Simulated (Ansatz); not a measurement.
Consider SnSb2.

```xyz
6
Lattice="6.3996 0.0000 0.0000 0.0000 6.3996 0.0000 0.0000 0.0000 6.3996" Properties=species:S:1:pos:R:3 pbc="T T T"
Sn    0.0000    0.0000    0.0000
Sn    3.1998    3.1998    3.1998
Sb    1.5999    1.5999    1.5999
Sb    1.5999    4.7997    4.7997
Sb    4.7997    4.7997    1.5999
Sb    4.7997    1.5999    4.7997
```

Space group Pn-3m; started from the cuprite_224 prototype, which need not be the ambient phase.

Method: DFT r2SCAN, scalar-relativistic, plane waves, PAW (Ansatz).

**Predict the valence pseudo-density and electron localisation function between the atoms.**

Sn–Sb (2.77 Å): the density is about 0.37 e/Å³ at the midpoint; the ELF reaches about 0.55 near the midpoint.

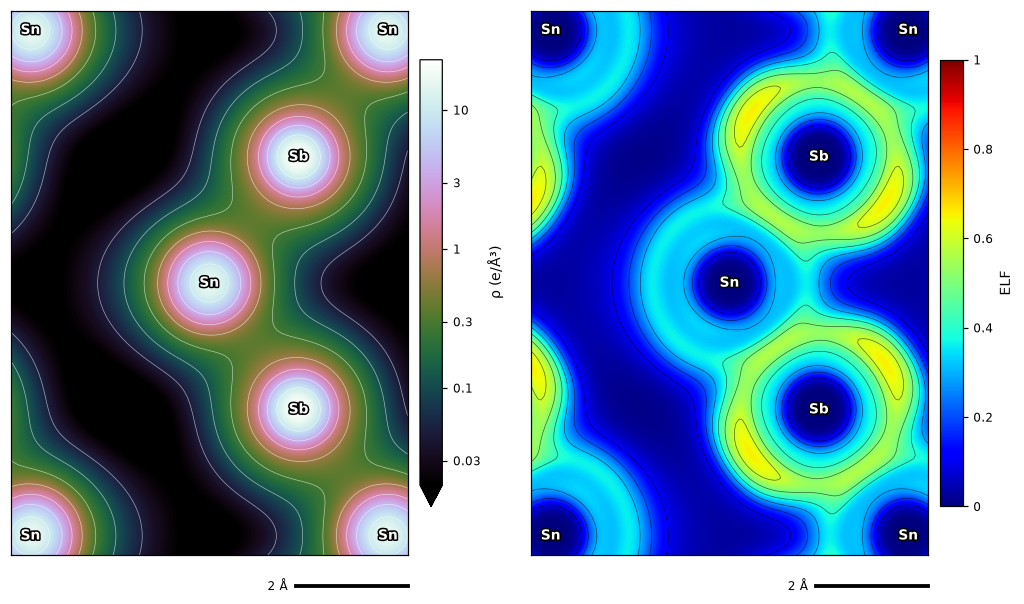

Computed valence pseudo-density and electron localisation function on the (011̄) plane of the conventional cell, in this order. 

The density is the valence pseudo-density of a PAW calculation; it isn't the true density close to the nuclei.
